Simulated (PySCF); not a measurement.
# C5H7ClN2Si: what the fields show

Input file:

```
{"job": {"kind": "nmr", "xc": "PBE0", "basis": "pcSseg-1"}, "charge": 0, "multiplicity": 1}
Cl     4.377504    -0.491277     0.282993
C      2.639260    -0.826313     0.057150
Si     1.657667     0.791047     0.317377
C     -0.178881     0.390449     0.066964
N     -0.523592    -0.857687    -0.233659
C     -1.809226    -1.115503    -0.403822
C     -2.781301    -0.133404    -0.278130
C     -2.320133     1.137390     0.037992
N     -1.035698     1.395647     0.208901
H      2.377988    -1.603268     0.771977
H      2.529662    -1.235035    -0.944764
H      2.077851     1.785907    -0.670007
H      1.865850     1.279289     1.680938
H     -2.060971    -2.141177    -0.647172
H     -3.829073    -0.343992    -0.417946
H     -2.994506     1.976871     0.159798
```

Launched as:

```sh
OMP_NUM_THREADS=1 python probes_run.py task.json out
```

Geometry: GFN2-xTB.

All numbers below come from PBE0/pcSseg-1, SCF density, gas phase, non-relativistic (PySCF).

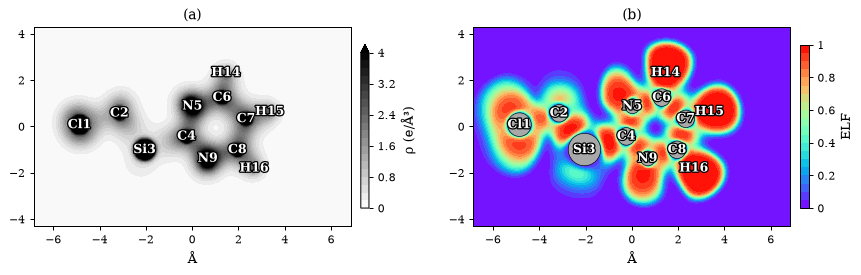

Figure 1. (a) electron density; (b) ELF on the plane of atoms C7, C8 and N9. Grey discs cover the atomic cores in the ELF map.

Describe what can be read from this map.

- Atoms in the plane: Cl, C, Si, N and H.
- C–N (1.32 Å): the density is about 2.5 e/Å³ at the midpoint; the ELF peaks at about 0.90 between the atoms: localised, covalent bonding.
- C–C (1.39 Å): ρ is about 2.1 e/Å³ halfway; the ELF peaks at about 0.95 between the atoms, as expected for a covalent bond.
- C–Cl (1.78 Å): the density is about 1.3 e/Å³ at the midpoint; the ELF peaks at about 0.90 between the atoms (a covalent bond).
- C–Si (1.90 Å): the density is about 0.95 e/Å³ at the midpoint; the ELF peaks at about 1 between the atoms, as expected for a covalent bond.
- C–H (1.08 Å): ρ is about 2.1 e/Å³ halfway; the ELF climbs to about 1 towards the hydrogen, as it does in any bond to H (an ordinary covalent bond to hydrogen).
- The ELF also peaks beside N9, Cl1 and N5, away from the bonds: lone-pair regions.

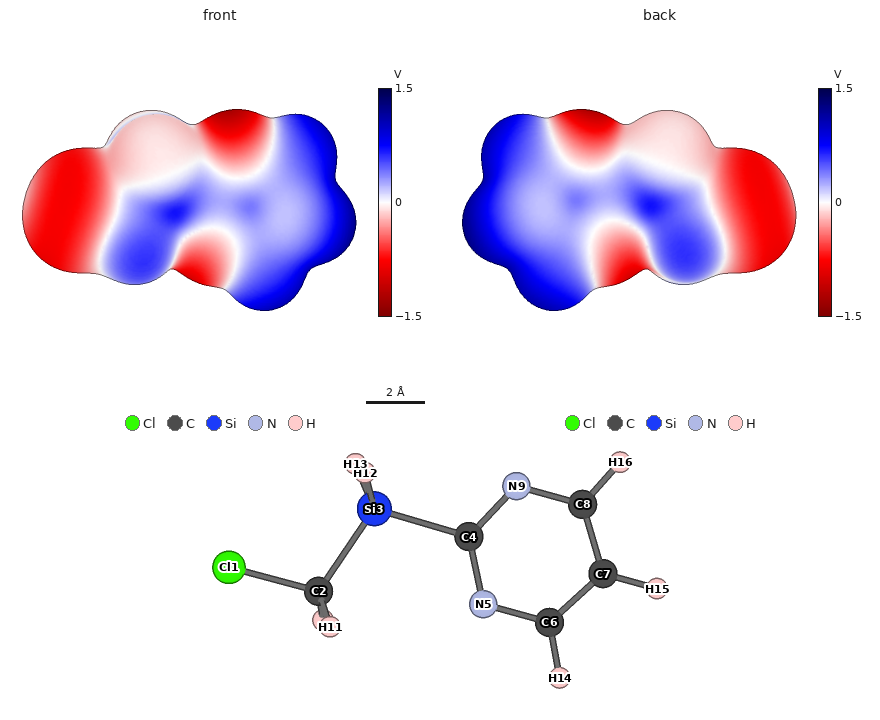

Figure 2. The molecular electrostatic potential painted on the density surface at 0.001 e/bohr³, seen from the front and from behind; the colour scale runs from red (negative) to blue (positive). The bare structure is drawn below in the same view.

Where is the surface potential most negative and most positive?

The most negative region (about −1.2 V, or −28 kcal/mol for a unit charge) lies over N9, the most positive (about +1.2 V, or +28 kcal/mol for a unit charge) over H15. N9 is the likeliest acceptor of a hydrogen bond.
